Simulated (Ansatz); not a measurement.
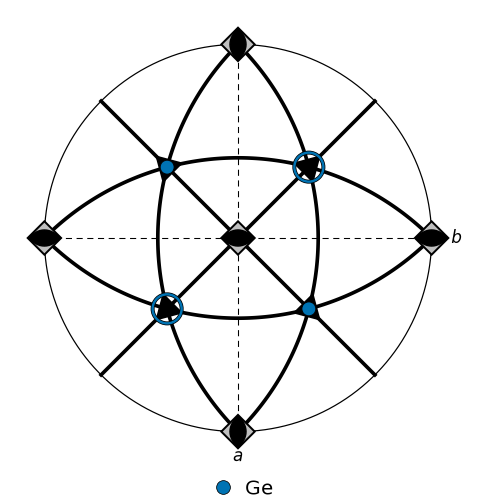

Directions from one germanium atom at (1/2, 0, 1/2) to its bonded neighbours, in stereographic projection down c (filled: above the plane of the page or in it, open: below). Crystal: Ge, the input geometry of an electronic-structure calculation (not necessarily at equilibrium). The drawing is computed from the coordinates (standard cell, symmetry found to 0.002 Å).

Neighbours are counted up to 2.74 Å for Ge. The symmetry elements of the site are drawn in: heavy lines are mirror planes (a heavy rim: a mirror in the plane of the page); lens, triangle, square and hexagon are 2-, 3-, 4- and 6-fold axes, a lens in an open square is −4, a triangle in an open hexagon −6; thin dashed diameters join the ends of axes that lie in the page; a small open circle marks inversion.

```yaml
crystal:
  lattice:
    - [5.66000, 0.00000, 0.00000]
    - [0.00000, 5.66000, 0.00000]
    - [0.00000, 0.00000, 5.66000]
  atoms:
    - { symbol: Ge, position: [0.50000, 0.00000, 0.50000] }
    - { symbol: Ge, position: [0.25000, 0.25000, 0.25000] }
    - { symbol: Ge, position: [0.50000, 0.50000, 0.00000] }
    - { symbol: Ge, position: [0.25000, 0.75000, 0.75000] }
    - { symbol: Ge, position: [0.00000, 0.00000, 0.00000] }
    - { symbol: Ge, position: [0.75000, 0.25000, 0.75000] }
    - { symbol: Ge, position: [0.00000, 0.50000, 0.50000] }
    - { symbol: Ge, position: [0.75000, 0.75000, 0.25000] }
```

> How many neighbours are there, and at what angles?

4: 4 Ge at 2.45 Å. Angles between bonds: 109° (6×).

> What is the site's symmetry in the crystal?

Point group -43m (Td), order 24: three −4 axes, four threefold axes, six mirror planes. In No. 227, Fd-3m, origin choice 1 this is Wyckoff position 8a.
